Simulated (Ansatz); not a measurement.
Input

```
crystal:
  periodic: [false, false, false]
  atoms:
    - { symbol: Sn, position_ang: [-0.566044, 0.012867, -0.344853] }
    - { symbol: Cl, position_ang: [0.184358, -0.642586, 3.130151] }
    - { symbol: H, position_ang: [0.746612, 0.889126, 0.342093] }
    - { symbol: H, position_ang: [-0.992591, 0.775755, -1.841425] }
    - { symbol: H, position_ang: [-0.096999, -1.617206, -0.655964] }
    - { symbol: P, position_ang: [-2.53187, 0.137674, 1.167081] }
    - { symbol: H, position_ang: [-3.508129, 0.179264, 0.108534] }
    - { symbol: H, position_ang: [-2.628536, -1.288596, 1.328578] }
    - { symbol: H, position_ang: [-0.823501, 0.241601, 3.149005] }
basis:
  gaussian: { orbitals: def2-SVP }
hamiltonian:
  xc: pbe
relax:
  f_tol: 0.03
  max_steps: 50
output:
  orbitals: {}
```

Command:

```sh
ansatz run input.yaml --threads 2 --pin off --max-ram 3072MiB --backend cpu --events-out ev --progress --plain --runs-dir out
```

The fields are those of the run's last geometry, not of the input's.

Core potentials replace the inner electrons of Sn.

The calculation used RKS PBE/def2-SVP (Ansatz 0.2.0).

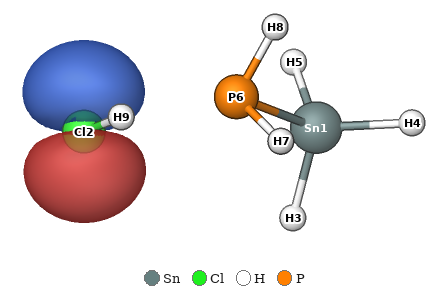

H5PSn···HCl. The HOMO−1 at ±0.15 Å⁻³ᐟ² (blue and red are the two phases), seen from one side.

**What is the character of this orbital?**

It lies mainly on Cl2 (about 95 %); largely a lone pair of Cl2. Its energy is −7.07 eV.
